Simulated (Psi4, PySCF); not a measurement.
Intermolecular potential of HBr ··· BF3 (SMILES Br and FB(F)F), singlet. Monomers: optimised at B3LYP-D3(BJ) (def2-TZVP), held rigid. Orientation: lowest of the rigid-body minima from ten starts at GFN2-xTB. The monomers approach along the line of their centres of mass (distance R); nothing else relaxes.

Geometry at R = 4.98 Å (first 2 atoms: monomer A):
```
6

Br     0.7124     0.0000     0.0000
H     -0.7124     0.0000     0.0000
F     -2.9668     0.1124    -0.0473
B     -4.2738     0.2483    -0.1120
F     -5.0568    -0.6165     0.4963
F     -4.7979     1.2497    -0.7849
```

revPBE-D3(BJ)/def2-TZVP, counterpoise-corrected (Psi4); RHF/STO-3G = restricted Hartree-Fock/STO-3G, no counterpoise correction run with PySCF 2.14.0; HF/aug-cc-pVDZ, counterpoise-corrected (Psi4); PBE/def2-TZVP, counterpoise-corrected (Psi4); PBE-D3(BJ)/def2-TZVP, counterpoise-corrected (Psi4).

Interaction energies in kcal/mol (negative: bound); R is the distance of the centres of mass, d the H2···F3 distance.

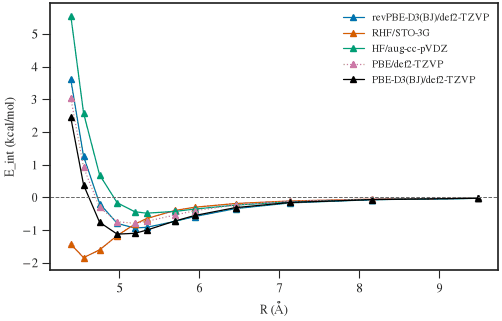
Interaction energy against separation.

```tsv
R / Å	d / Å	revPBE-D3(BJ)/def2-TZVP	RHF/STO-3G	HF/aug-cc-pVDZ	PBE/def2-TZVP	PBE-D3(BJ)/def2-TZVP
4.40	1.68	3.61	-1.44	5.56	3.04	2.44
4.56	1.84	1.25	-1.85	2.57	0.91	0.38
4.76	2.04	-0.19	-1.61	0.69	-0.31	-0.77
4.98	2.26	-0.80	-1.17	-0.17	-0.75	-1.13
5.20	2.48	-0.94	-0.82	-0.44	-0.80	-1.10
5.35	2.63	-0.92	-0.65	-0.49	-0.74	-1.01
5.70	2.98	-0.74	-0.41	-0.43	-0.54	-0.73
5.95	3.23	-0.59	-0.31	-0.36	-0.42	-0.56
6.46	3.74	-0.35	-0.19	-0.24	-0.24	-0.32
7.14	4.42	-0.17	-0.11	-0.14	-0.12	-0.16
8.17	5.45	-0.08	-0.06	-0.07	-0.06	-0.07
9.49	6.77	-0.03	-0.03	-0.03	-0.03	-0.03
```

Lowest grid point: revPBE-D3(BJ)/def2-TZVP -0.94 kcal/mol at R = 5.20 Å; RHF/STO-3G -1.85 kcal/mol at R = 4.56 Å; HF/aug-cc-pVDZ -0.49 kcal/mol at R = 5.35 Å; PBE/def2-TZVP -0.80 kcal/mol at R = 5.20 Å; PBE-D3(BJ)/def2-TZVP -1.13 kcal/mol at R = 4.98 Å.
